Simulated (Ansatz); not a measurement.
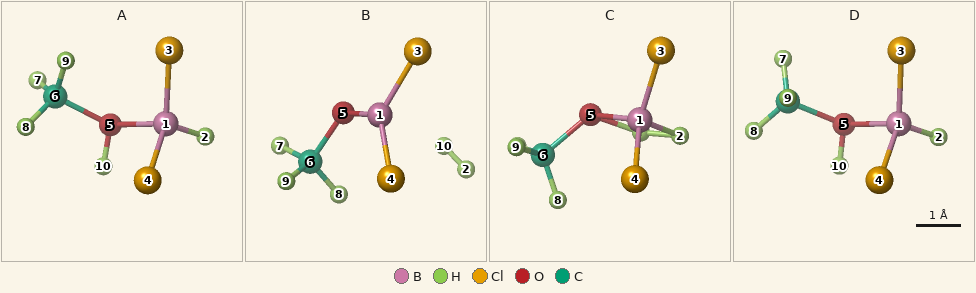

4 geometries from a converged minimum-energy path of CH$_{5}$BCl$_{2}$O, shuffled. Style: ball-and-stick. Shown at a tilt.

Theory: RKS PBE-D4/6-31G* (Ansatz 0.2.0). Set-up: 5 movable images; climbing image; force threshold 0.05 eV/Å; iteration limit 60; starting path through a guess of the saddle point.

Which of them lies highest in energy?

Answer. C. In order along the path, whose images run from 0 to 6: D (image 1, +5.8 kJ/mol), A (image 2, +7.0 kJ/mol), C (image 4, +115.7 kJ/mol), B (image 6, −64.8 kJ/mol). Breaking: B1–H2 (1.20 → 1.37 at the top → 3.42 Å), O5–H10 (0.98 → 1.30 at the top → 2.87 Å). Forming: H2–H10 (2.38 → 1.03 at the top → 0.75 Å).

The run took 97 s on 2 threads of Intel(R) Xeon(R) 6975P-C (Granite Rapids) (shared host), peak memory 0.15 GiB.
